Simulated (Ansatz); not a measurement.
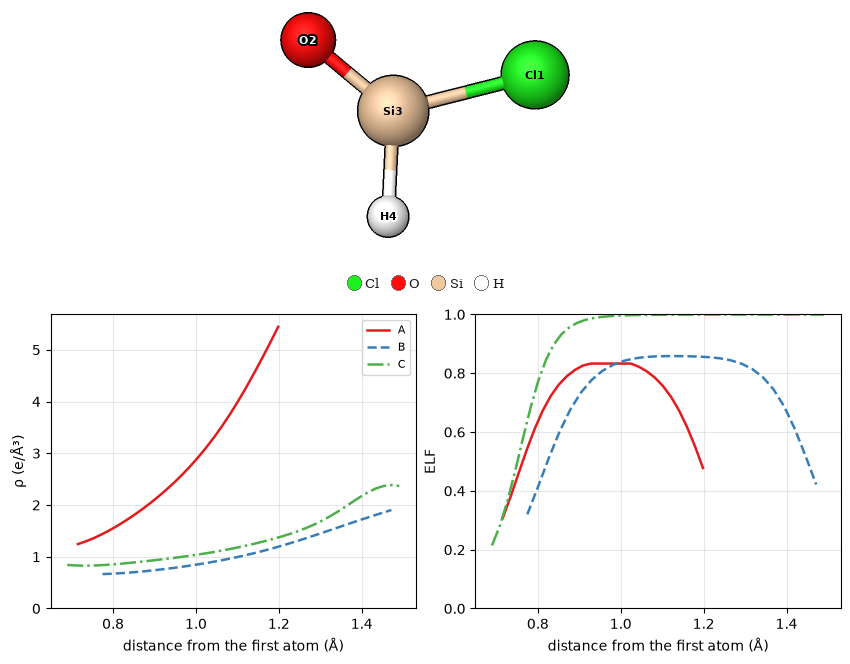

*ClHOSi (SMILES O=[SiH]Cl). Total electron density and electron localisation function along straight lines between neighbouring atoms. The curves leave out the atomic cores. The structure is drawn too.*

Geometry: BLYP-D3(BJ)/def2-SVP.

Computed with Ansatz 0.2.0, isolated molecule in a Gaussian basis; Kohn-Sham density functional theory, functional PBE0.

Question: Which curve belongs to which contact (Si–Cl, Si–H and Si–O)? The first atom named is at distance zero.

Answer: Curve A: Si–O (1.55 Å): ρ is about 1.4 e/Å³ halfway; the ELF peaks at about 0.85 between the atoms, as expected for a polar covalent bond. Curve B: Si–Cl (2.07 Å): ρ is about 0.89 e/Å³ halfway; the ELF peaks at about 0.85 between the atoms; a shared but strongly polarised pair. Curve C: Si–H (1.49 Å): ρ at the midpoint is about 0.83 e/Å³; the ELF climbs to about 1 towards the hydrogen, as it does in any bond to H.
